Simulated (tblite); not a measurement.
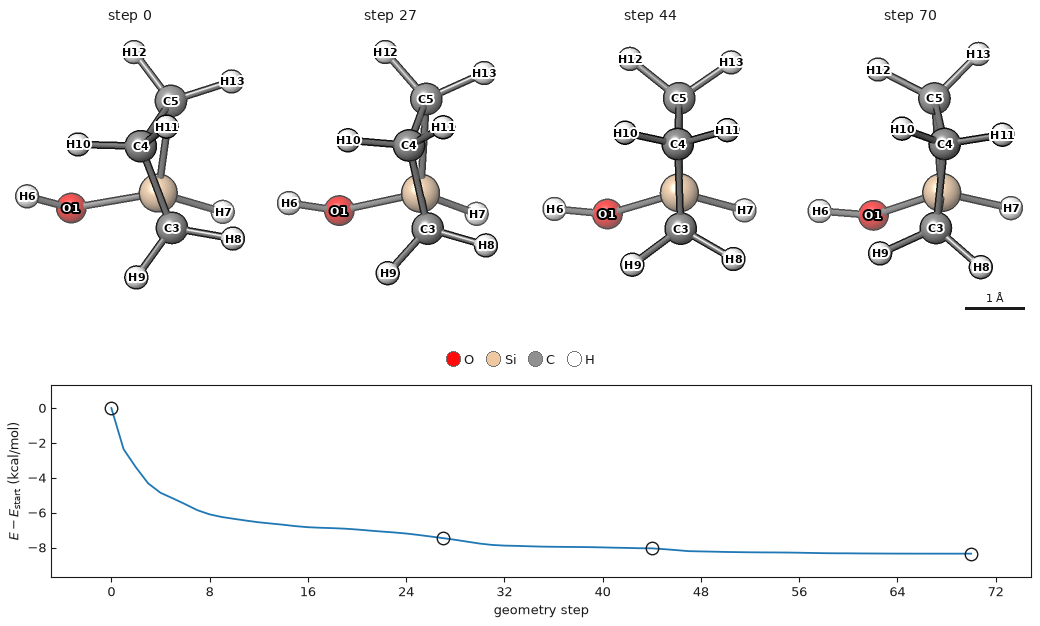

Frames of a relaxation of C₃H₈OSi, marked on the history of the run. The picture is a ball-and-stick view, seen from a free direction.

Level of theory: tblite 0.8.0, GFN2-xTB geometry optimisation, gas phase. 

Describe the path.

Answer. The atom that moves furthest after the best rigid fit is an H atom (1.09 Å). By element the largest moves are H 1.09 Å, O 0.55 Å, C 0.43 Å, Si 0.07 Å. Some distances before and after: H–Si 1.489 → 1.453 Å, C–C 1.579 → 1.544 Å, C–Si 1.878 → 1.912 Å, O–Si 1.654 → 1.629 Å. Among the angles between lasting bonds that change: O–Si–H 112.8° → 101.1°, Si–O–H 115.6° → 121.8°, Si–C–H 113.2° → 118.4°. Groups turn about C–C by about 45°, C–C by about 45°, C–Si by about 35°. After 70 geometry steps the energy has fallen by 8.35 kcal/mol. The run took 0.9 s on 1 thread of Intel(R) Xeon(R) Processor @ 2.50GHz, on a shared host. From step 0 to 27: an H atom moves most (0.36 Å), energy −7.46 kcal/mol. From step 27 to 44: an H atom moves most (0.49 Å), energy −0.59 kcal/mol. From step 44 to 70: H atoms move most (0.35 Å), energy −0.31 kcal/mol.
